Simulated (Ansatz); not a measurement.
```cif
data_structure
_symmetry_space_group_name_H-M 'P 1'
_symmetry_Int_Tables_number 1
_cell_length_a 2.7788
_cell_length_b 2.7788
_cell_length_c 10.5224
_cell_angle_alpha 90.000
_cell_angle_beta 90.000
_cell_angle_gamma 120.000
_cell_volume 70.37
loop_
_atom_site_label
_atom_site_type_symbol
_atom_site_fract_x
_atom_site_fract_y
_atom_site_fract_z
_atom_site_occupancy
Si1 Si 0.00000 0.00000 0.00000 1
Se1 Se 0.00000 0.00000 0.50000 1
F1 F 0.00000 0.00000 0.84547 1
F2 F 0.00000 0.00000 0.15453 1
```

Space group P6/mmm; a structure generated by program, which may or may not match a known phase.

These are results of Ansatz, DFT PBE, scalar-relativistic, plane waves, PAW, not measurements.

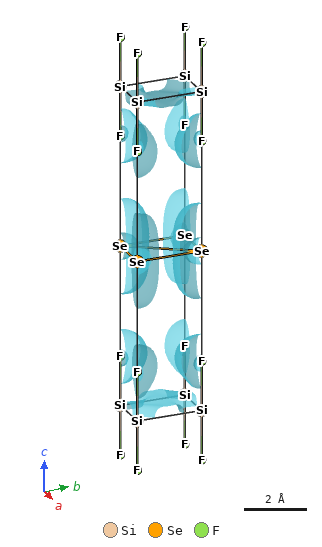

SiSeF$_{2}$. Isosurface of the ELF at 0.65 (cyan), seen slightly off an axis. Core shells and regions of very low density are left out. Sticks mark near contacts.

Describe the localisation domains.

At this value the surface marks out two regions on F in which the atom's valence shell and bonds are merged, one region wrapped around Se (its valence shell) and sheets that run through the cell in two directions, counted in one cell of 4 atoms. Any copies at cell faces, edges or corners count once.

Values along the shortest contacts:
Si–F (1.63 Å): the ELF peaks at about 0.80 between the atoms. Se–Se (2.78 Å): the ELF is about 0.35 at the midpoint.
